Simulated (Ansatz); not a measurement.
# wB97X/STO-3G run of TeF2 (SMILES F[Te]F)

Aim: the electronic atomisation energy of TeF2 at wB97X/STO-3G, from 3 runs. 

Program for the calculation: Ansatz 0.2.0.

49 further runs of the same task are left out: 14 that didn't finish, 35 set aside as unsound or not needed.

**1. The structure to begin with**

TeF2 has 3 atoms, charge 0, and is taken as a singlet. As SMILES, `F[Te]F`. The shape comes from GFN2-xTB, which is rough for such elements, and wasn't checked as a minimum.

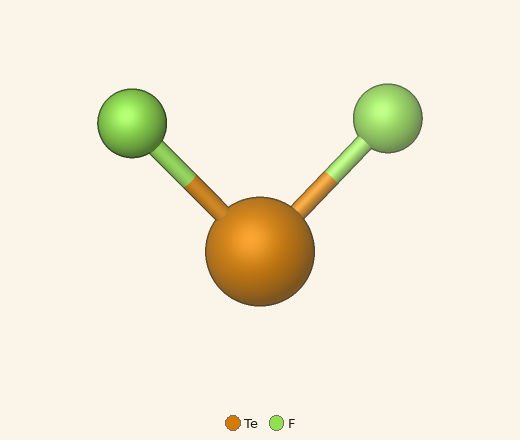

The structure, seen from a chosen angle (tellurium orange, fluorine green).

**2. A single-point energy at wB97X/STO-3G**

input.yaml

```yaml
crystal:
  periodic: [false, false, false]
  atoms:
    - symbol: Te
      position_ang: [0.004940, -0.008070, -0.919920]
    - symbol: F
      position_ang: [1.385420, -0.017500, 0.467790]
    - symbol: F
      position_ang: [-1.390360, 0.025580, 0.452120]
basis:
  gaussian: {orbitals: STO-3G}
hamiltonian: {xc: {name: wB97X}}
accuracy: high
```

Command:

```console
$ ansatz run input.yaml --threads 1 --pin off --max-ram 2610MiB --events-out events.jsonl --progress --plain --runs-dir runs
```

Standard output:

```text
Warning: RAYON_NUM_THREADS=1 ignored (pool sized by the plan → 1); use --threads N
Functional definition: wB97X
  name "wB97X"
  parameter omega = 0.3/bohr
  parameter cx = 0.157706
  parameter cx1 = 0.726479
  parameter cx2 = 1.04760
  parameter cx3 = -5.70635
  parameter cx4 = 13.2794
  parameter css1 = -4.33879
  parameter css2 = 18.2308
  parameter css3 = -31.7430
  parameter css4 = 17.2901
  parameter cos1 = 2.37031
  parameter cos2 = -11.3995
  parameter cos3 = 6.58405
  parameter cos4 = -3.78132
  exchange = spin_sum(e_x_unif_sr(omega)*poly(b97_u_x, 1 - cx, cx1, cx2, cx3, cx4)) + cx*exact_x_sr(omega)
      + exact_x_lr(omega)
  correlation = spin_sum(e_c_pw_same_spin*poly(b97_u_same, 1, css1, css2, css3, css4))
      + integral(e_c_pw_opposite_spin*poly(b97_u_opposite, 1, cos1, cos2, cos3, cos4))
540 factors; integrals over basis functions are off by at most 3.9e-9 eV
133 factors; integrals over basis functions are off by at most 1.1e-9 eV
mean field evaluation 1: about -183569.4796 eV, gradient 1.4e1 eV
mean field evaluation 2: about -183570.3506 eV, gradient 7.2e0 eV
mean field evaluation 4: about -183570.5845 eV, gradient 1.0e-1 eV
mean field evaluation 8: about -183570.5882 eV, gradient 2.0e-3 eV
mean field evaluation 16: about -183570.5882 eV, gradient 2.0e-7 eV
mean field -183570.58823179 eV, -6746.0946889046 hartree, gradient 1.8e-8 eV, S^2 0.000000; 0 other end points of the search recorded, 0 dependent functions left out
reference -183570.58823069 eV, -6746.0946888642 hartree; 35, 35 occupied and 2, 2 virtual orbitals, 540 factors
Total energy: -183570.58823069 eV, -6746.0946888642 hartree
```

It took 7.8 s on 1 thread of Arm Neoverse V1, shared host; peak memory 0.26 GiB.

**3. The F atom, same level**

in.yaml

```yaml
crystal:
  periodic: [false, false, false]
  atoms:
    - {symbol: F, position_ang: [0.000000, 0.000000, 0.000000]}
basis:
  gaussian: {orbitals: STO-3G}
hamiltonian: {xc: {name: wB97X}}
accuracy: high
magnetization: {spin_polarized: true, initial_magnetization: 1}
```

Run the same way, it converges to -98.27280 Eh (log not shown).

**4. The Te atom at the same level**

job.yaml

```yaml
basis:
  gaussian:
    orbitals: STO-3G
crystal:
  periodic: [false, false, false]
  atoms:
    - {symbol: Te, position_ang: [0.000000, 0.000000, 0.000000]}
total_charge: 0
accuracy: high
hamiltonian:
  xc: {name: wB97X}
magnetization:
  spin_polarized: true
  initial_magnetization: 2
```

Command:

```console
$ ansatz run job.yaml --threads 1 --pin off --max-ram 2610MiB --events-out events.jsonl --progress --plain --runs-dir runs
```

Standard output:

```text
Warning: RAYON_NUM_THREADS=1 ignored (pool sized by the plan → 1); use --threads N
[... 17 set-up lines as earlier in the session ...]
      + exact_x_lr(omega)
[... 1 set-up line as earlier in the session ...]
      + integral(e_c_pw_opposite_spin*poly(b97_u_opposite, 1, cos1, cos2, cos3, cos4))
251 factors; integrals over basis functions are off by at most 4.0e-9 eV
55 factors; integrals over basis functions are off by at most 3.5e-10 eV
mean field evaluation 1: about -178217.2502 eV, gradient 3.1e-1 eV
mean field evaluation 2: about -178217.2504 eV, gradient 2.1e-2 eV
mean field evaluation 4: about -178217.2757 eV, gradient 3.2e-5 eV
mean field evaluation 8: about -178217.2757 eV, gradient 3.2e-8 eV
mean field -178217.27565659 eV, -6549.3640803717 hartree, gradient 4.2e-8 eV, S^2 2.000000; 0 other end points of the search recorded, 0 dependent functions left out
reference -178217.27565577 eV, -6549.3640803414 hartree; 27, 25 occupied and 0, 2 virtual orbitals, 251 factors
Total energy: -178217.27565577 eV, -6549.3640803414 hartree
```

It took 5.1 s on 1 thread of Arm Neoverse V1, shared host; peak memory 0.26 GiB.

**5. What came out**

At wB97X/STO-3G:

| quantity | value |
| --- | --- |
| molecule: total energy | -6746.09469 Eh |
| F atom: total energy | -98.27280 Eh |
| F atom: ⟨S²⟩ | 0.750 |
| Te atom: total energy | -6549.36408 Eh |
| Te atom: ⟨S²⟩ | 2.000 |
| electronic atomisation energy | 5.035 eV |

In words: Taking the molecule apart into free atoms costs 5.03 eV (116 kcal/mol), before zero-point energy and without spin-orbit coupling. In a minimal basis such a difference can be off by several eV, whatever the method. Relativity is left out (molecule) although the molecule holds a heavy atom. Relativity is left out (Te atom) although the molecule holds a heavy atom.
